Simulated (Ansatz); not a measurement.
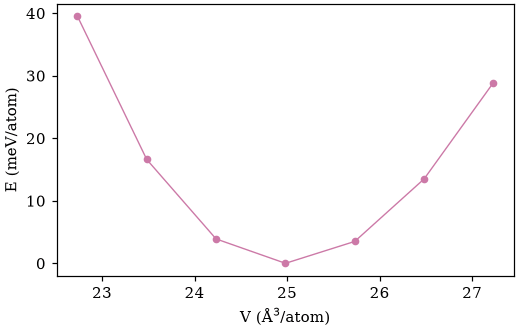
Figure: MgTe (NiAs type, P6_3/mmc) under volume change, LDA (plane waves, PAW; program Ansatz), shape and atoms relaxed at each volume.

Task: What does a third-order Birch–Murnaghan fit give for V₀, B₀ and B′?

Result: V₀ = 24.98 Å³/atom, B₀ = 53.1 GPa, B′ = 4.2.

The workflow started from a Materials Project entry (that database holds measured and hypothetical structures alike); the Crystallography Open Database copy checked does not list it. COD files the formula under space group No. 186. Its standing as an ambient phase is unchecked. The LDA relaxation kept the symmetry of its start; whether a distortion lowers the energy is not shown. Spin–orbit coupling is left out wherever it is not named.

Potentials: the later of the program's two PAW sets.
